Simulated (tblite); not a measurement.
Geometry relaxation of C$_{5}$H$_{12}$BrPSi (part 1 of 4)

C$_{5}$H$_{12}$BrPSi, computed with GFN2-xTB geometry optimisation, gas phase (tblite 0.8.0).

It belongs to a series of runs on one base structure; here: constitutional isomer.

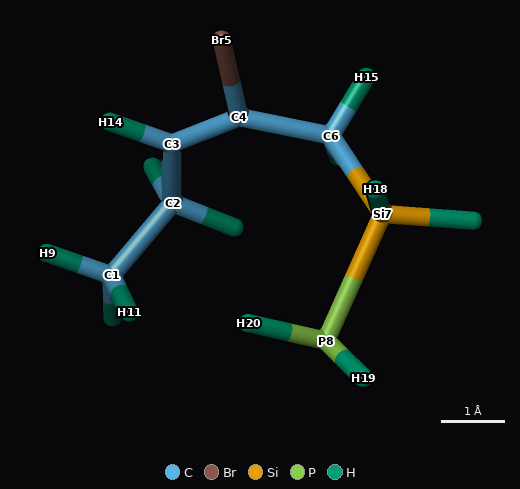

*The structure as given in the input (stick view, seen at a tilt; atoms are numbered from 1 in the order of the input).*

### The input
```
{"job": {"kind": "relax", "xc": "GFN2-xTB", "basis": "xTB"}, "charge": 0, "multiplicity": 1}
C      2.408600     1.204500     0.171000
C      1.883100    -0.221800     0.159600
C      0.921700    -0.463000     1.291900
C     -0.328800    -0.968500     1.198700
Br    -1.330700    -1.208100     2.798100
C     -1.011100    -1.500400    -0.040400
Si    -2.315900    -0.405600    -0.802800
P     -1.430800     1.481200    -1.575900
H      2.922500     1.438500     1.109500
H      3.104000     1.355500    -0.645100
H      1.578100     1.921400     0.046500
H      2.731900    -0.912000     0.300400
H      1.447600    -0.437800    -0.800500
H      1.291200    -0.174900     2.269800
H     -1.465600    -2.463300     0.193200
H     -0.265700    -1.729100    -0.796700
H     -2.956300    -1.100100    -1.940800
H     -3.375200    -0.052400     0.178100
H     -2.654200     2.170000    -1.781000
H     -1.159500     2.076600    -0.321700
```

The first line tells a small driver script what to run in tblite; the rest is the geometry in Å.

Run on 1 CPU thread, shared host.

Run as:
```bash
OMP_NUM_THREADS=1 python <driver script> task.json out
```

### Output
```
step      E/eV     max force
  0    -683.74236    1.531
  1    -683.82717    0.884
  2    -683.85234    0.380
  3    -683.86312    0.282
  4    -683.87755    0.277
  5    -683.88185    0.186
  6    -683.88489    0.101
  7    -683.88677    0.109
  8    -683.88928    0.153
  9    -683.89173    0.142
 10    -683.89412    0.119
 11    -683.89625    0.129
 12    -683.89867    0.145
 13    -683.90140    0.144
 14    -683.90390    0.114
 15    -683.90574    0.090
 16    -683.90702    0.082
 17    -683.90803    0.086
 18    -683.90909    0.070
 19    -683.91029    0.089
 20    -683.91152    0.086
 21    -683.91264    0.098
 22    -683.91365    0.096
 23    -683.91462    0.072
 24    -683.91551    0.072
 25    -683.91625    0.071
 26    -683.91687    0.066
 27    -683.91746    0.062
 28    -683.91810    0.067
 29    -683.91878    0.063
 30    -683.91944    0.064
 31    -683.92001    0.064
 32    -683.92054    0.050
 33    -683.92103    0.054
 34    -683.92146    0.050
 35    -683.92183    0.050
 36    -683.92217    0.048
 37    -683.92252    0.042
 38    -683.92288    0.040
 39    -683.92324    0.051
 40    -683.92355    0.047
 41    -683.92382    0.040
 42    -683.92406    0.047
 43    -683.92432    0.037
 44    -683.92462    0.042
 45    -683.92492    0.040
 46    -683.92518    0.033
 47    -683.92539    0.031
 48    -683.92557    0.031
 49    -683.92575    0.032
 50    -683.92590    0.036
 51    -683.92607    0.035
 52    -683.92628    0.036
 53    -683.92657    0.050
 54    -683.92689    0.054
 55    -683.92716    0.040
 56    -683.92738    0.038
 57    -683.92757    0.036
 58    -683.92780    0.036
 59    -683.92804    0.040
 60    -683.92826    0.038
 61    -683.92846    0.029
 62    -683.92864    0.035
 63    -683.92880    0.027
 64    -683.92894    0.023
 65    -683.92906    0.021
 66    -683.92916    0.023
 67    -683.92929    0.027
 68    -683.92941    0.026
 69    -683.92953    0.027
 70    -683.92965    0.024
 71    -683.92977    0.026
 72    -683.92988    0.024
 73    -683.92998    0.023
 74    -683.93009    0.024
 75    -683.93021    0.028
 76    -683.93032    0.026
 77    -683.93040    0.022
 78    -683.93046    0.020
 79    -683.93052    0.021
 80    -683.93059    0.021
 81    -683.93067    0.019
 82    -683.93073    0.016
 83    -683.93078    0.019
 84    -683.93082    0.021
 85    -683.93089    0.027
 86    -683.93100    0.034
 87    -683.93114    0.036
 88    -683.93126    0.025
 89    -683.93136    0.021
 90    -683.93145    0.022
 91    -683.93157    0.027
 92    -683.93168    0.024
 93    -683.93178    0.018
 94    -683.93186    0.020
 95    -683.93196    0.026
 96    -683.93210    0.037
 97    -683.93224    0.032
 98    -683.93234    0.017
 99    -683.93238    0.013
100    -683.93241    0.016
101    -683.93245    0.021
102    -683.93251    0.023
103    -683.93258    0.026
104    -683.93266    0.024
105    -683.93276    0.028
106    -683.93288    0.035
107    -683.93301    0.034
108    -683.93311    0.023
109    -683.93319    0.018
110    -683.93325    0.024
111    -683.93332    0.023
112    -683.93341    0.023
113    -683.93352    0.024
114    -683.93368    0.034
115    -683.93385    0.042
116    -683.93403    0.037
117    -683.93419    0.038
118    -683.93431    0.024
119    -683.93445    0.029
120    -683.93460    0.035
121    -683.93469    0.024
122    -683.93475    0.014
123    -683.93479    0.013
124    -683.93484    0.020
125    -683.93490    0.024
126    -683.93498    0.024
127    -683.93509    0.028
128    -683.93520    0.026
129    -683.93531    0.022
130    -683.93540    0.023
131    -683.93548    0.029
132    -683.93556    0.031
133    -683.93566    0.026
134    -683.93574    0.025
135    -683.93581    0.021
136    -683.93587    0.022
137    -683.93592    0.022
138    -683.93597    0.018
139    -683.93599    0.012
140    -683.93601    0.009
```

### Trajectory as extended XYZ (Å, eV, eV/Å), 40 of the 141 frames kept, from step=0 to step=140
```
20
Properties=species:S:1:pos:R:3:forces:R:3 step=0 energy=-683.74236
C     2.4086    1.2045    0.1710   -0.3040   0.5460   0.2060
C     1.8831   -0.2218    0.1596    0.1970  -0.3180   0.6670
C     0.9217   -0.4630    1.2919   -1.2110  -0.3460  -0.2480
C    -0.3288   -0.9685    1.1987    1.2930   0.1270  -0.7110
Br   -1.3307   -1.2081    2.7981   -0.1570   0.0660   0.1180
C    -1.0111   -1.5004   -0.0404    0.8660  -0.4620   0.7560
Si   -2.3159   -0.4056   -0.8028   -1.3530   0.7110  -0.0900
P    -1.4308    1.4812   -1.5759    0.0690   0.6870   0.0470
H     2.9225    1.4385    1.1095   -0.1400  -0.0950  -0.1780
H     3.1040    1.3555   -0.6451    0.0960   0.0090  -0.1010
H     1.5781    1.9214    0.0465    0.3270  -0.3080   0.0490
H     2.7319   -0.9120    0.3004   -0.1260   0.1240  -0.0210
H     1.4476   -0.4378   -0.8005   -0.2980  -0.0450  -0.3550
H     1.2912   -0.1749    2.2698   -0.0430  -0.0030  -0.1000
H    -1.4656   -2.4633    0.1932   -0.1050  -0.0020   0.1730
H    -0.2657   -1.7291   -0.7967    0.2500   0.0810  -0.0810
H    -2.9563   -1.1001   -1.9408    0.1670   0.0390   0.1690
H    -3.3752   -0.0524    0.1781    0.1960  -0.2340  -0.1050
H    -2.6542    2.1700   -1.7810    0.5440  -0.3610   0.2620
H    -1.1595    2.0766   -0.3217   -0.2690  -0.2180  -0.4600
20
Properties=species:S:1:pos:R:3:forces:R:3 step=4 energy=-683.87755
C     2.4040    1.2080    0.1738   -0.0500   0.1030   0.0330
C     1.8816   -0.2258    0.1682    0.0850  -0.0360   0.0270
C     0.9101   -0.4594    1.2826    0.0020  -0.0210  -0.0390
C    -0.2988   -0.9904    1.1731   -0.1330  -0.0820  -0.0410
Br   -1.3376   -1.1979    2.7952    0.0200   0.0720  -0.1240
C    -0.9921   -1.5120   -0.0355   -0.0110   0.0380  -0.0140
Si   -2.3544   -0.3728   -0.7994    0.1740   0.0030   0.0630
P    -1.4133    1.5075   -1.5854    0.1720  -0.1930  -0.1000
H     2.9156    1.4365    1.1070   -0.0320  -0.0270   0.0040
H     3.1033    1.3547   -0.6442    0.0310  -0.0080  -0.0280
H     1.5832    1.9135    0.0482    0.0080  -0.0390   0.0000
H     2.7292   -0.9082    0.3045   -0.0320   0.0110   0.0000
H     1.4346   -0.4361   -0.8010   -0.0760  -0.0030  -0.0590
H     1.2793   -0.1750    2.2585   -0.0400   0.0510   0.0190
H    -1.4704   -2.4624    0.2129    0.0140   0.0630  -0.0040
H    -0.2463   -1.7227   -0.8027   -0.0140  -0.0060  -0.0350
H    -2.9456   -1.0996   -1.9320    0.0490   0.0290   0.0560
H    -3.3824   -0.0672    0.1910   -0.0850  -0.0640   0.1240
H    -2.6215    2.1521   -1.7579   -0.0150   0.0490   0.0560
H    -1.1836    2.0679   -0.3449   -0.0670   0.0580   0.0630
20
Properties=species:S:1:pos:R:3:forces:R:3 step=7 energy=-683.88677
C     2.4027    1.2103    0.1741    0.0000  -0.0260  -0.0120
C     1.8829   -0.2261    0.1665   -0.0440   0.0000  -0.0140
C     0.9077   -0.4607    1.2779    0.0090  -0.0130   0.0110
C    -0.2985   -0.9998    1.1672    0.0110   0.0890  -0.0070
Br   -1.3385   -1.1880    2.7826   -0.0390   0.0410  -0.0420
C    -0.9911   -1.5121   -0.0412    0.0390  -0.0150   0.0190
Si   -2.3479   -0.3657   -0.7904   -0.0250  -0.0240   0.0750
P    -1.3958    1.4994   -1.5936   -0.0370  -0.0010   0.1030
H     2.9115    1.4346    1.1088   -0.0150  -0.0050   0.0150
H     3.1041    1.3540   -0.6443    0.0030   0.0110   0.0120
H     1.5811    1.9112    0.0481   -0.0300   0.0130  -0.0110
H     2.7282   -0.9080    0.3058    0.0020  -0.0110  -0.0290
H     1.4270   -0.4350   -0.8020    0.0140   0.0070  -0.0050
H     1.2708   -0.1704    2.2559   -0.0430   0.0290  -0.0190
H    -1.4709   -2.4573    0.2168   -0.0150  -0.0090  -0.0730
H    -0.2435   -1.7219   -0.8074   -0.0530  -0.0310  -0.0370
H    -2.9378   -1.0964   -1.9237    0.0430   0.0420   0.0700
H    -3.3908   -0.0778    0.2053    0.0670  -0.0670  -0.0040
H    -2.6109    2.1502   -1.7476    0.0820  -0.0310  -0.0400
H    -1.1954    2.0700   -0.3470    0.0320   0.0000  -0.0120
20
Properties=species:S:1:pos:R:3:forces:R:3 step=11 energy=-683.89625
C     2.3982    1.2094    0.1732   -0.0110   0.0060   0.0070
C     1.8796   -0.2274    0.1616    0.0350   0.0050  -0.0060
C     0.9085   -0.4617    1.2741   -0.0220   0.0670  -0.0110
C    -0.2996   -0.9908    1.1585    0.0110  -0.0810  -0.0180
Br   -1.3533   -1.1649    2.7597   -0.0750   0.0380   0.0390
C    -0.9843   -1.5152   -0.0452   -0.0310  -0.0330  -0.0410
Si   -2.3411   -0.3648   -0.7632   -0.0140   0.0230  -0.0410
P    -1.3823    1.4841   -1.5761    0.0570   0.0090   0.0240
H     2.9013    1.4306    1.1128   -0.0270   0.0030  -0.0140
H     3.1052    1.3563   -0.6403   -0.0160   0.0110   0.0200
H     1.5739    1.9098    0.0448    0.0230  -0.0190  -0.0070
H     2.7255   -0.9097    0.2971    0.0010  -0.0040  -0.0360
H     1.4218   -0.4326   -0.8063    0.0040  -0.0050  -0.0080
H     1.2532   -0.1552    2.2518    0.0370   0.0390   0.0140
H    -1.4746   -2.4563    0.2018    0.0140  -0.0540   0.0240
H    -0.2534   -1.7297   -0.8239    0.0360   0.0010  -0.0160
H    -2.9198   -1.0835   -1.8990   -0.0420  -0.0360  -0.0600
H    -3.3852   -0.1067    0.2260   -0.0280  -0.0070   0.1050
H    -2.5832    2.1427   -1.7510   -0.0270   0.0010  -0.0740
H    -1.1956    2.0761   -0.3444    0.0750   0.0380   0.0980
20
Properties=species:S:1:pos:R:3:forces:R:3 step=14 energy=-683.90390
C     2.3931    1.2072    0.1727    0.0120   0.0640   0.0030
C     1.8795   -0.2274    0.1553   -0.0280  -0.0220   0.0380
C     0.9053   -0.4506    1.2693   -0.0650  -0.0620   0.0010
C    -0.2963   -0.9952    1.1488   -0.0860  -0.0730   0.0170
Br   -1.3815   -1.1370    2.7465    0.0450   0.0310  -0.0820
C    -0.9828   -1.5252   -0.0553    0.0300  -0.0160   0.0570
Si   -2.3430   -0.3610   -0.7455   -0.0150  -0.0490  -0.0120
P    -1.3636    1.4775   -1.5508    0.0770   0.0010  -0.0110
H     2.8876    1.4282    1.1149    0.0070   0.0130   0.0400
H     3.1036    1.3610   -0.6331    0.0510   0.0130  -0.0520
H     1.5703    1.9065    0.0400   -0.0260   0.0030  -0.0090
H     2.7237   -0.9122    0.2823    0.0110  -0.0100   0.0140
H     1.4196   -0.4312   -0.8106   -0.0250  -0.0040  -0.0370
H     1.2436   -0.1344    2.2485    0.0090   0.0250  -0.0630
H    -1.4753   -2.4674    0.1918    0.0660   0.0060   0.0210
H    -0.2563   -1.7370   -0.8414   -0.0030   0.0160   0.0520
H    -2.9121   -1.0779   -1.8878   -0.0710  -0.0070  -0.0620
H    -3.3813   -0.1346    0.2619    0.0080   0.0130   0.0360
H    -2.5592    2.1338   -1.7700   -0.0020   0.0240  -0.0160
H    -1.1800    2.0875   -0.3256    0.0030   0.0340   0.0660
20
Properties=species:S:1:pos:R:3:forces:R:3 step=18 energy=-683.90909
C     2.3919    1.2103    0.1721   -0.0140  -0.0330  -0.0030
C     1.8754   -0.2285    0.1529    0.0130   0.0200  -0.0390
C     0.8973   -0.4535    1.2640    0.0390   0.0140  -0.0310
C    -0.3018   -1.0044    1.1474    0.0340   0.0500  -0.0240
Br   -1.3932   -1.1165    2.7294   -0.0260  -0.0020   0.0520
C    -0.9818   -1.5335   -0.0562   -0.0350  -0.0140  -0.0210
Si   -2.3466   -0.3665   -0.7388    0.0110  -0.0040  -0.0240
P    -1.3449    1.4751   -1.5330   -0.0150  -0.0350   0.0480
H     2.8801    1.4298    1.1202   -0.0140   0.0070  -0.0330
H     3.1079    1.3653   -0.6331   -0.0280  -0.0100   0.0440
H     1.5650    1.9055    0.0356    0.0210  -0.0010  -0.0060
H     2.7214   -0.9136    0.2773   -0.0280   0.0130   0.0190
H     1.4159   -0.4300   -0.8158    0.0070   0.0100   0.0030
H     1.2374   -0.1189    2.2355   -0.0210  -0.0020  -0.0060
H    -1.4658   -2.4778    0.1904    0.0070  -0.0570   0.0130
H    -0.2561   -1.7383   -0.8427    0.0280   0.0060   0.0180
H    -2.9204   -1.0740   -1.8900   -0.0400   0.0350   0.0100
H    -3.3749   -0.1483    0.2858    0.0390   0.0120  -0.0350
H    -2.5395    2.1309   -1.7822    0.0660   0.0030   0.0230
H    -1.1724    2.0976   -0.3072   -0.0440  -0.0120  -0.0080
20
Properties=species:S:1:pos:R:3:forces:R:3 step=22 energy=-683.91365
C     2.3866    1.2095    0.1706   -0.0040   0.0250  -0.0070
C     1.8720   -0.2270    0.1430   -0.0110  -0.0180   0.0230
C     0.8936   -0.4535    1.2513   -0.0660   0.0670   0.0200
C    -0.3061   -1.0024    1.1391   -0.0480   0.0000   0.0040
Br   -1.4092   -1.0924    2.7197    0.0320  -0.0030   0.0220
C    -0.9850   -1.5481   -0.0589    0.0410  -0.0200  -0.0010
Si   -2.3473   -0.3767   -0.7352    0.0140  -0.0120   0.0090
P    -1.3229    1.4612   -1.5013    0.0560  -0.0040  -0.0240
H     2.8679    1.4328    1.1202   -0.0080  -0.0160   0.0160
H     3.1087    1.3677   -0.6253    0.0180  -0.0050  -0.0290
H     1.5622    1.9050    0.0283   -0.0150   0.0140  -0.0140
H     2.7136   -0.9132    0.2763    0.0320  -0.0170  -0.0250
H     1.4128   -0.4260   -0.8250    0.0200  -0.0010  -0.0350
H     1.2242   -0.1012    2.2185    0.0100  -0.0050   0.0390
H    -1.4510   -2.5022    0.1910    0.0040   0.0160  -0.0080
H    -0.2497   -1.7391   -0.8393    0.0100  -0.0290  -0.0290
H    -2.9422   -1.0581   -1.8897   -0.0250   0.0200  -0.0010
H    -3.3569   -0.1607    0.3034   -0.0260   0.0250  -0.0070
H    -2.4982    2.1295   -1.7893    0.0050   0.0010   0.0010
H    -1.1783    2.1056   -0.2857   -0.0370  -0.0390   0.0440
20
Properties=species:S:1:pos:R:3:forces:R:3 step=25 energy=-683.91625
C     2.3837    1.2107    0.1686    0.0170  -0.0080  -0.0140
C     1.8694   -0.2272    0.1400   -0.0250   0.0250   0.0030
C     0.8844   -0.4432    1.2472    0.0090  -0.0190   0.0040
C    -0.3128   -0.9991    1.1362    0.0200   0.0000   0.0430
Br   -1.4103   -1.0851    2.7236    0.0290  -0.0110  -0.0290
C    -0.9830   -1.5573   -0.0611    0.0080   0.0280   0.0030
Si   -2.3451   -0.3833   -0.7362   -0.0100   0.0060   0.0050
P    -1.3066    1.4541   -1.4900   -0.0030   0.0520   0.0260
H     2.8614    1.4324    1.1204   -0.0090  -0.0060   0.0120
H     3.1101    1.3670   -0.6244    0.0090   0.0030  -0.0220
H     1.5603    1.9071    0.0227   -0.0070   0.0010  -0.0140
H     2.7128   -0.9141    0.2746   -0.0380   0.0200  -0.0060
H     1.4156   -0.4240   -0.8331    0.0230  -0.0050   0.0320
H     1.2196   -0.0959    2.2164   -0.0250   0.0090  -0.0190
H    -1.4429   -2.5134    0.1924    0.0010   0.0220  -0.0170
H    -0.2428   -1.7431   -0.8391   -0.0120  -0.0340  -0.0050
H    -2.9599   -1.0466   -1.8912   -0.0010   0.0080   0.0080
H    -3.3513   -0.1583    0.3050   -0.0120   0.0160  -0.0120
H    -2.4772    2.1296   -1.7898    0.0280  -0.0390  -0.0230
H    -1.1905    2.1004   -0.2704   -0.0030  -0.0670   0.0230
```
